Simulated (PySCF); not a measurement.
**NH3 (ammonia): SCS-MP2/def2-TZVPPD**

What is the energy change on altering one bond length of NH3 (ammonia) at SCS-MP2/def2-TZVPPD? 

The results are computed with PySCF 2.14.0.

3 further runs of the same task are left out: 3 set aside as unsound or not needed.

## Step 1: The molecule

The species is NH3 (4 atoms), meant as a singlet with charge 0. SMILES: `N`. The shape is that of a PBE0-D4/def2-TZVP optimisation.

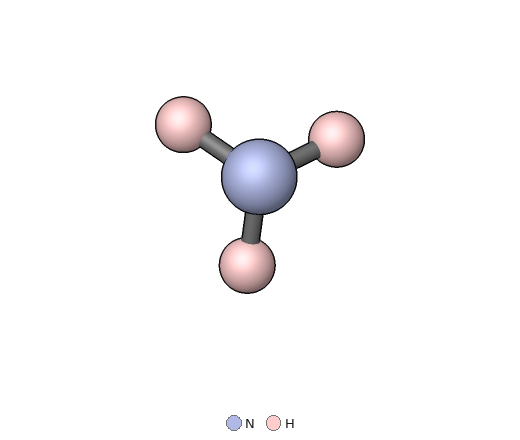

The structure, seen from a chosen angle (nitrogen light blue, hydrogen pink).

## Step 2: The energy at SCS-MP2/def2-TZVPPD

geometry.xyz reads:

```xyz
4
H3N
N     -0.069910     0.249470     0.110930
H      0.490470    -0.301820     0.749180
H     -0.887480    -0.301940    -0.118910
H      0.466920     0.354280    -0.741200
```

run.py reads:

```python
from pyscf import gto, mp

system = gto.Mole()
system.atom = 'geometry.xyz'
system.basis = 'def2-tzvppd'
system.verbose = 3
system.max_memory = 1860
system.build()

myscf = system.RHF()
myscf.conv_tol = 1e-10
myscf.kernel()
if not myscf.converged:
    myscf = myscf.newton().run(myscf.mo_coeff, myscf.mo_occ)

pt = mp.MP2(myscf, frozen=1).run()
e_tot = myscf.e_tot + 1.2 * pt.e_corr_os + pt.e_corr_ss / 3
print('Final energy', e_tot)
```

Run with:

```
$ OMP_NUM_THREADS=1 python run.py
```

Standard output:

```text
converged SCF energy = -56.2219458139386
E(RMP2) = -56.4584381725658  E_corr = -0.236492358627139
E(SCS-RMP2) = -56.4603064697818  E_corr = -0.238360655843129
Final energy -56.46030646978178
```

It took 1.2 s on 1 thread of Arm Neoverse V2, shared host; peak memory 0.18 GiB.

## Step 3: The distorted shape

input.py reads:

```python
from pyscf import gto, mp

molecule = gto.Mole()
molecule.atom = '''
N     -0.338349     0.197060     0.537033
H      0.222031    -0.354230     1.175283
H     -1.155919    -0.354350     0.307193
H      0.466920     0.354280    -0.741200
'''
molecule.verbose = 3
molecule.basis = 'def2-tzvppd'
molecule.spin = 0
molecule.max_memory = 1860
molecule.build()

myscf = molecule.RHF()
myscf.conv_tol = 1e-10
myscf.kernel()
if not myscf.converged:
    myscf = myscf.newton().run(myscf.mo_coeff, myscf.mo_occ)

pt = mp.MP2(myscf, frozen=1).run()
e_tot = myscf.e_tot + 1.2 * pt.e_corr_os + pt.e_corr_ss / 3
print('Final energy', e_tot)
```

Run with:

```
$ OMP_NUM_THREADS=1 python input.py
```

Standard output:

```text
converged SCF energy = -56.1234581777628
E(RMP2) = -56.3709563542283  E_corr = -0.247498176465454
E(SCS-RMP2) = -56.3743225992181  E_corr = -0.250864421455322
Final energy -56.37432259921815
```

Run time: 1.2 s. Hardware: 1 thread of Arm Neoverse V2, shared host; peak memory 0.18 GiB.

## Step 4: Summary of results

Level: SCS-MP2/def2-TZVPPD, 1 core orbital frozen.

```
                                                         quantity         value
                                        first shape: total energy  -56.46031 Eh
                first shape: dipole moment (Hartree–Fock density)        1.60 D
                 first shape: HOMO energy (Hartree–Fock orbitals)     -11.65 eV
                 first shape: LUMO energy (Hartree–Fock orbitals)       2.15 eV
               first shape: HOMO–LUMO gap (Hartree–Fock orbitals)      13.80 eV
          first shape: correlation energy (1 core orbital frozen)    -238.4 mEh
                                    distorted shape: total energy  -56.37432 Eh
            distorted shape: dipole moment (Hartree–Fock density)        1.49 D
             distorted shape: HOMO energy (Hartree–Fock orbitals)     -11.41 eV
             distorted shape: LUMO energy (Hartree–Fock orbitals)       1.70 eV
           distorted shape: HOMO–LUMO gap (Hartree–Fock orbitals)      13.11 eV
      distorted shape: correlation energy (1 core orbital frozen)    -250.9 mEh
energy change with the N1–H4 bond stretched from 1.013 to 1.519 Å      2.340 eV
```

**Reading.** With the N1–H4 bond stretched from 1.013 to 1.519 Å the energy rises by 2.34 eV (226 kJ/mol). The first shape isn't relaxed at this level, so the change isn't measured from a minimum. Mulliken charges (distorted shape) of the mean-field density run from -0.40 on N1 to +0.14 on H4; in a basis this large or diffuse they mean little.
